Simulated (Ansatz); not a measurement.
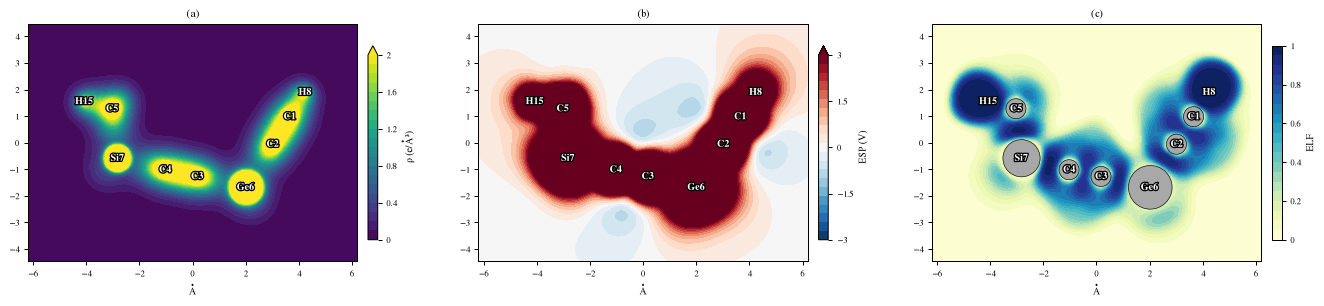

*C5H8GeSi (SMILES C#[C][GeH2][C]#C[SiH2]C). (a) electron density; (b) electrostatic potential; (c) electron localisation function on the plane of atoms C2, Ge6 and C3. Grey discs cover the atomic cores in the ELF map.*

Geometry: r2SCAN-D4/def2-SVP.

These are results of isolated molecule in a Gaussian basis; Kohn-Sham density functional theory, functional PBE0 (Ansatz), not measurements.

```yaml
atoms:
  - { symbol: C, position_ang: [-3.4528, -0.8244, 2.0094] }
  - { symbol: C, position_ang: [-2.6123, -1.6908, 2.1829] }
  - { symbol: C, position_ang: [0.0569, -2.8594, 1.1652] }
  - { symbol: C, position_ang: [0.9501, -2.7497, 0.3282] }
  - { symbol: C, position_ang: [1.8435, -1.0964, -2.0654] }
  - { symbol: Ge, position_ang: [-1.3128, -3.0440, 2.4648] }
  - { symbol: Si, position_ang: [2.2600, -2.5418, -0.9465] }
  - { symbol: H, position_ang: [-4.1927, -0.0591, 1.8540] }
  - { symbol: H, position_ang: [-1.9746, -4.4156, 2.3105] }
  - { symbol: H, position_ang: [-0.7097, -2.8777, 3.8619] }
  - { symbol: H, position_ang: [3.5616, -2.3172, -0.2488] }
  - { symbol: H, position_ang: [2.3578, -3.8103, -1.7293] }
  - { symbol: H, position_ang: [1.7673, -0.1639, -1.4852] }
  - { symbol: H, position_ang: [0.8816, -1.2624, -2.5745] }
  - { symbol: H, position_ang: [2.6224, -0.9633, -2.8329] }
```

Read the bonding off the picture.

- The section cuts through C, Ge, Si and H sites.
- C–C (1.22 Å): ρ is about 2.6 e/Å³ halfway; the ELF peaks at about 0.85 between the atoms: a short, multiple covalent bond.
- C–Si (1.84 Å): ρ is about 0.94 e/Å³ halfway; the ELF peaks at about 0.95 between the atoms: a covalent bond.
- C–Ge (1.90 Å): ρ is about 0.91 e/Å³ halfway; the ELF peaks at about 0.95 in the valence shell of C, 0.7 Å from its nucleus, and is about 0.65 at the midpoint.
- C–H (1.08 Å): ρ is about 2 e/Å³ halfway; the ELF climbs to about 1 towards the hydrogen, as it does in any bond to H (an ordinary covalent bond to hydrogen).
- Outside the dense part of the molecule the potential is most negative (−0.9 V) near C2.
